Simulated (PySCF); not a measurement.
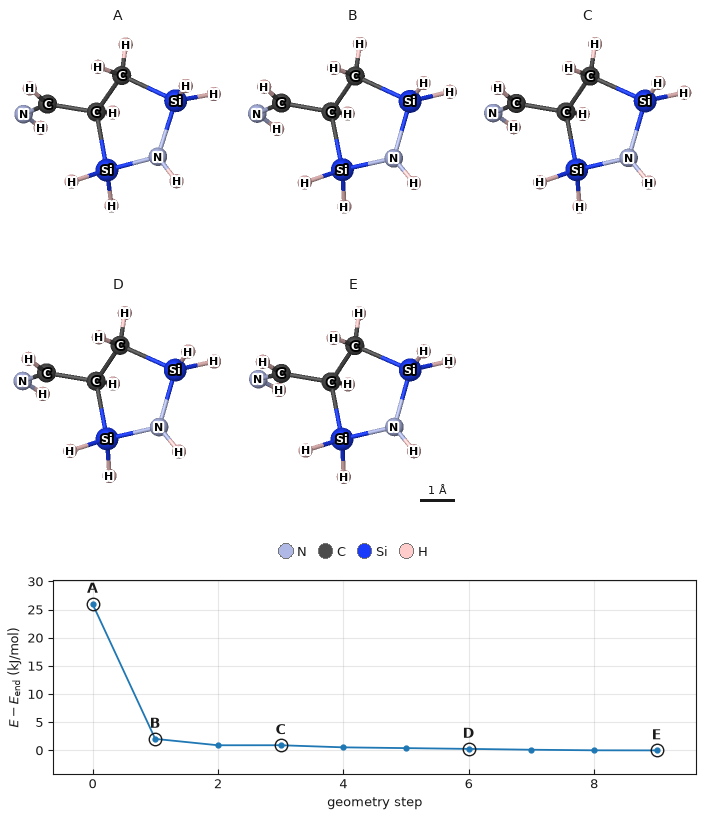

Frames of a relaxation of C₃H₁₀N₂Si₂, marked on the history of the run. The picture is a ball-and-stick view, seen at a tilt.

The start comes from GFN2-xTB. Its atoms were then displaced at random by about 0.01 Å.

Level of theory: PBE0-D3(BJ)/def2-SVP geometry optimisation, gas phase in PySCF. 

Question: What happens along the run?

Answer: The largest move after the best rigid fit is that of an H atom, 0.24 Å. Largest moves by element: H 0.24 Å, N 0.18 Å, C 0.07 Å, Si 0.05 Å. Among the contacts that change: C–N 1.227 → 1.268 Å, H–Si 1.460 → 1.499 Å, C–C 1.577 → 1.543 Å, C–C 1.469 → 1.497 Å. Bond angles that change, for instance: H–Si–H 112.7° → 107.2°, C–N–H 115.3° → 110.1°, Si–N–Si 119.3° → 114.8°. After 9 geometry steps the energy has fallen by 26.0 kJ/mol. The run took 94 s on 1 thread of Arm Neoverse V2, on a shared host. From step 0 to 1: an H atom moves most (0.12 Å), energy −24.0 kJ/mol. From step 1 to 3: an H atom moves most (0.08 Å), energy −1.13 kJ/mol. From step 3 to 6: an H atom moves most (0.08 Å), energy −0.65 kJ/mol. From step 6 to 9: an H atom moves most (0.13 Å), energy −0.27 kJ/mol.
